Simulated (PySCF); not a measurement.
# PH2 (SMILES [PH2]) at U-wB97X/cc-pVTZ

What is the vertical doublet–quartet gap of PH2 at U-wB97X/cc-pVTZ? Input form: a Python script.

The results are computed with PySCF 2.14.0.

3 further runs of the same task are left out: 3 set aside as unsound or not needed.

## Step 1: The structure to begin with

PH2: 3 atoms, total charge 0, spin state doublet. SMILES: `[PH2]`. The shape is that of a PBE0-D4/def2-TZVP optimisation.

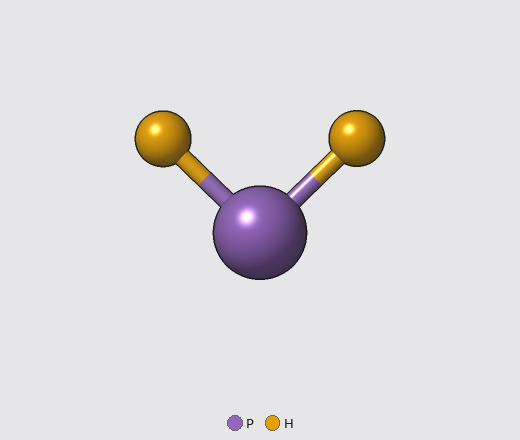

The structure, seen from a chosen angle (phosphorus purple, hydrogen amber).

## Step 2: A single-point energy at U-wB97X/cc-pVTZ

The input, job.py:

```python
# [PH2]
from pyscf import gto, dft

mol = gto.M(
    atom='''
P      0.525730    -0.309370     0.258210
H      0.114640     1.051490     0.176750
H     -0.640370    -0.742120    -0.434970
''',
    max_memory=1860,
    verbose=4,
    basis='cc-pvtz',
    spin=1,
)

ks = dft.UKS(mol, xc='wb97x')
ks.conv_tol = 1e-10
ks.grids.level = 5
ks.kernel()
if not ks.converged:
    ks = ks.newton().run(ks.mo_coeff, ks.mo_occ)

etot = ks.e_tot
print(f'total energy: {etot:.8f} hartree')
```

Run with:

```sh
OMP_NUM_THREADS=1 python job.py
```

The program printed:

```text
PySCF version 2.14.0

[INPUT] num. atoms = 3
[INPUT] num. electrons = 17
[INPUT] charge = 0
[INPUT] spin (= nelec alpha-beta = 2S) = 1
[INPUT] symmetry False subgroup None
[INPUT] Mole.unit = angstrom
[INPUT] Symbol           X                Y                Z      unit          X                Y                Z       unit  Magmom
[INPUT]  1 P      0.525730000000  -0.309370000000   0.258210000000 AA    0.993485715468  -0.584624571157   0.487946182624 Bohr   0.0
[INPUT]  2 H      0.114640000000   1.051490000000   0.176750000000 AA    0.216638202920   1.987028122719   0.334009092517 Bohr   0.0
[INPUT]  3 H     -0.640370000000  -0.742120000000  -0.434970000000 AA   -1.210123918388  -1.402403551562  -0.821974172402 Bohr   0.0

nuclear repulsion = 11.4083856879067
number of shells = 21
number of NR pGTOs = 91
number of NR cGTOs = 62
basis = cc-pvtz
ecp = {}

******** <class 'pyscf.dft.uks.UKS'> ********
method = UKS
initial guess = minao
damping factor = 0
level_shift factor = 0
DIIS = <class 'pyscf.scf.diis.CDIIS'>
diis_start_cycle = 1
diis_space = 8
diis_damp = 0
SCF conv_tol = 1e-10
SCF conv_tol_grad = None
SCF max_cycles = 50
direct_scf = True
direct_scf_tol = 1e-13
number electrons alpha = 9  beta = 8
XC library pyscf.dft.libxc version 7.0.0
    S. Lehtola, C. Steigemann, M. J.T. Oliveira, and M. A.L. Marques.,  SoftwareX 7, 1–5 (2018)
XC functionals = wb97x
radial grids:
    Treutler-Ahlrichs [JCP 102, 346 (1995); DOI:10.1063/1.469408] (M4) radial grids

becke partition: Becke, JCP 88, 2547 (1988); DOI:10.1063/1.454033
pruning grids: <function nwchem_prune>
grids dens level: 5
symmetrized grids: False
atomic radii adjust function: <function treutler_atomic_radii_adjust>
small_rho_cutoff = 0
Set gradient conv threshold to 1e-05
tot grids = 90672
init E= -342.247938713457
[... the frontier-level lines of each cycle are left out ...]

cycle= 1 E= -342.502495797615  delta_E= -0.255  |g|= 0.0888  |ddm|= 0.731
cycle= 2 E= -342.508887959367  delta_E= -0.00639  |g|= 0.0285  |ddm|= 0.103
cycle= 3 E= -342.509459099924  delta_E= -0.000571  |g|= 0.00807  |ddm|= 0.0255
cycle= 4 E= -342.509560451766  delta_E= -0.000101  |g|= 0.00171  |ddm|= 0.0145
cycle= 5 E= -342.509565891521  delta_E= -5.44e-06  |g|= 0.000388  |ddm|= 0.00377
cycle= 6 E= -342.509566159343  delta_E= -2.68e-07  |g|= 0.000137  |ddm|= 0.000733
cycle= 7 E= -342.509566191139  delta_E= -3.18e-08  |g|= 4.51e-05  |ddm|= 0.000217
cycle= 8 E= -342.509566195829  delta_E= -4.69e-09  |g|= 1.19e-05  |ddm|= 9.74e-05
cycle= 9 E= -342.509566196151  delta_E= -3.23e-10  |g|= 3.98e-06  |ddm|= 2.97e-05
cycle= 10 E= -342.509566196189  delta_E= -3.75e-11  |g|= 1.16e-06  |ddm|= 1.27e-05
Extra cycle  E= -342.509566196191  delta_E= -2.56e-12  |g|= 5.95e-07  |ddm|= 2.04e-06
converged SCF energy = -342.509566196191  <S^2> = 0.75546307  2S+1 = 2.0054556
total energy: -342.50956620 hartree
```

Wall time 6.6 s (1 thread of Arm Neoverse V2, shared host); peak memory 0.3 GiB.

## Step 3: The quartet at the same level

The input, job.py:

```python
from pyscf import gto, dft

mol = gto.M(
    atom='''
P        0.525730      -0.309370       0.258210
H        0.114640       1.051490       0.176750
H       -0.640370      -0.742120      -0.434970
''',
    verbose=3,
    max_memory=1860,
    spin=3,
    basis='cc-pvtz',
)

mf = dft.UKS(mol, xc='wb97x')
mf.grids.level = 5
mf.conv_tol = 1e-10
mf.kernel()
if not mf.converged:
    mf = mf.newton().run(mf.mo_coeff, mf.mo_occ)

e_final = mf.e_tot
print(f'total energy: {e_final:.8f} hartree')
```

Run with:

```sh
OMP_NUM_THREADS=1 python job.py
```

The program printed:

```text
WARN: HOMO 0.0544305492302666 >= LUMO -0.340894458111028

WARN: HOMO -0.181027084648792 >= LUMO -0.180363817877011

converged SCF energy = -342.274355326447  <S^2> = 3.7536828  2S+1 = 4.001841
total energy: -342.27435533 hartree
```

Wall time 6.6 s (1 thread of Arm Neoverse V2, shared host); peak memory 0.3 GiB.

## Step 4: Summary of results

Level: U-wB97X/cc-pVTZ.

| quantity | value |
| --- | --- |
| doublet: total energy | -342.50957 Eh |
| doublet: dipole moment | 0.68 D |
| doublet: HOMO energy (highest over α and β) | -9.48 eV |
| doublet: LUMO energy (lowest over α and β) | -1.22 eV |
| doublet: ⟨S²⟩ | 0.755 |
| quartet: total energy | -342.27436 Eh |
| quartet: dipole moment | 0.03 D |
| quartet: HOMO energy (highest over α and β) | -4.38 eV |
| quartet: LUMO energy (lowest over α and β) | -3.89 eV |
| quartet: ⟨S²⟩ | 3.754 |
| vertical energy of the quartet above the doublet | 6.400 eV |

At this shape the quartet lies 6.40 eV (618 kJ/mol) above the doublet. Mulliken charges (doublet) run from -0.13 on P1 to +0.06 on H2; they depend strongly on the basis.
